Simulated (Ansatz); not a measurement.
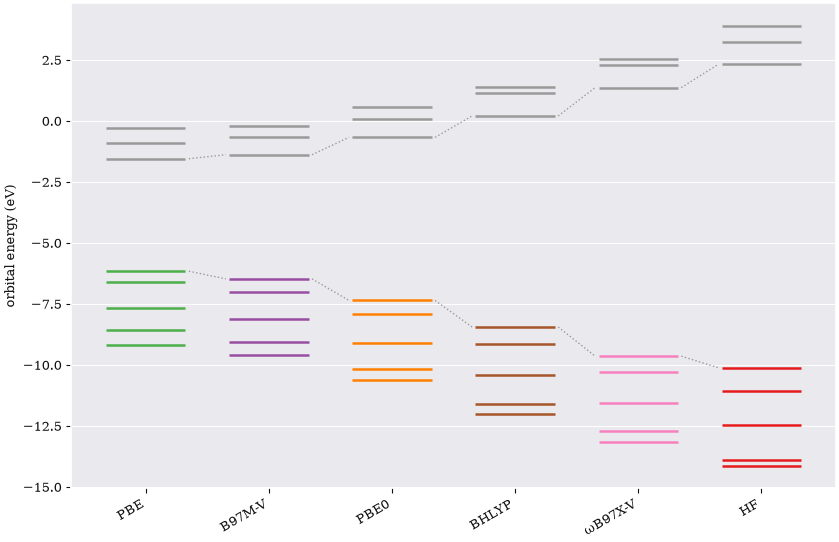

Frontier orbital energies of C₂H₄ClFSi, SMILES F[C@H]1[SiH2][C@@H]1Cl at one geometry, def2-TZVPP, the Ansatz code 0.2.0, at a PBE0-D4/def2-TZVP geometry (a minimum by its frequencies). Empty levels are grey, levels within 0.1 eV stand side by side; all columns show the same few orbitals around the gap. Dotted lines join the HOMOs and the LUMOs.

Question: How do the frontier levels move from column to column?

Answer: The separation grows from 4.61 eV (PBE) to 12.43 eV (HF).

```
  level  HOMO (eV)  LUMO (eV)  separation (eV)
    PBE      −6.15      −1.54             4.61
 B97M-V      −6.47      −1.38             5.09
   PBE0      −7.35      −0.67             6.68
  BHLYP      −8.44       0.21             8.65
ωB97X-V      −9.64       1.37            11.01
     HF     −10.11       2.32            12.43
```

Caveats, for all or some of the runs: empty levels above zero depend strongly on the basis.
